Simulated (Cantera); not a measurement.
Input: 1 mol BN, a varied amount of HCl, 0.48 mol N2, held at 1327 °C and 3.50 mbar.

Cantera equilibrium calculation (NASA polynomials, part measured and part estimated; ideal gas, pure solids and liquids). Candidate condensed phases: B, BN, NH4Cl; 21 gas species. The tables' values for BCl2, BCl are old estimates; treat these amounts as uncertain. Gases not in the tables: BHCl2. Kinetics and transport are ignored.

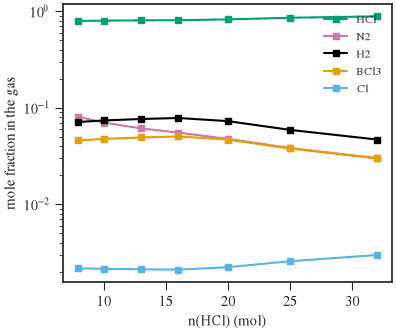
Fig. 1. Equilibrium gas composition (values under 1e-9 drawn at 1e-9)

From 7.9 mol HCl to 16 mol HCl the condensed part is BN(s). From 20 mol HCl to 32 mol HCl nothing is condensed. The main B-bearing gas is BCl3 throughout.
